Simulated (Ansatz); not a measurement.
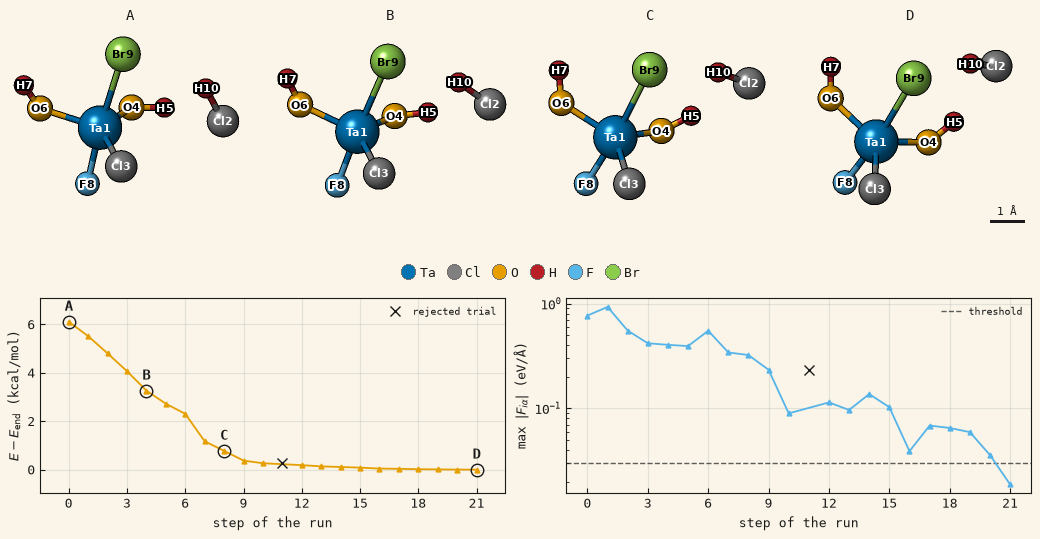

Frames of a relaxation of TaH3O2BrCl2F, marked on the history of the run. A ball-and-stick model, seen from a free direction.

The run prepares an end point of a later path (reaction) calculation, from a guessed geometry.

These are results of RKS PBE/def2-SVP in Ansatz 0.2.0, not measurements.

The input:
```yaml
crystal:
  periodic: [false, false, false]
  atoms:
    - { symbol: Ta, position_ang: [-0.512399, 0.307776, 0.347311] }
    - { symbol: Cl, position_ang: [2.998686, -0.522628, -0.354769] }
    - { symbol: Cl, position_ang: [0.267123, -0.451067, 2.413528] }
    - { symbol: O, position_ang: [0.180316, 0.228449, -1.401876] }
    - { symbol: H, position_ang: [1.083783, -0.068623, -1.659001] }
    - { symbol: O, position_ang: [-2.114761, 1.290933, 0.34267] }
    - { symbol: H, position_ang: [-2.321524, 2.187338, 0.664735] }
    - { symbol: F, position_ang: [-1.407608, -1.351681, 0.134331] }
    - { symbol: Br, position_ang: [0.896454, 2.489033, 0.809205] }
    - { symbol: H, position_ang: [2.890531, 0.71787, 0.156366] }
basis:
  gaussian: { orbitals: def2-SVP }
hamiltonian:
  xc: pbe
relax:
  f_tol: 0.03
  max_steps: 50
```

Command:
```bash
ansatz run input.yaml --threads 4 --pin off --max-ram 5120MiB --backend cpu --events-out ev --progress --plain --runs-dir out
```

**What happens along the run?**

Cl2 moves most after the best rigid fit: 1.83 Å. By element the largest moves are Cl 1.83 Å, O 1.32 Å, H 1.01 Å, Br 0.85 Å, F 0.68 Å, Ta 0.45 Å. Near-neighbour distances that change, for instance: Br9–H10 2.746 → 2.250 Å, Ta1–O4 1.883 → 1.861 Å, Ta1–O6 1.880 → 1.898 Å, Ta1–Cl3 2.335 → 2.318 Å. Bond angles that change, for instance: Cl3–Ta1–O4 133.3° → 116.4°, O4–Ta1–O6 109.5° → 121.8°, Ta1–O4–H5 126.3° → 138.1°. Groups turn about Ta1–O4 by about 105°, Ta1–O6 by about 25°. After 20 accepted moves (21 points after the start) the energy has fallen by 6.11 kcal/mol. Largest force component: 0.77 eV/Å at the start, 0.019 eV/Å at the end. The line search rejected the trial step at point 11 of the run. Cost: 73 s on 4 threads of Arm Neoverse V2, with other jobs on the host, peak memory 0.27 GiB. From step 0 to 4: Cl2 moves most (0.54 Å), energy −2.85 kcal/mol. From step 4 to 8: Cl2 moves most (0.70 Å), energy −2.49 kcal/mol. From step 8 to 21: Cl2 moves most (0.74 Å), energy −0.78 kcal/mol.

Limits of the set-up: the start holds two separate molecules, 2.4 Å apart at their closest, whose relative position is a soft coordinate and is computed without a dispersion correction.
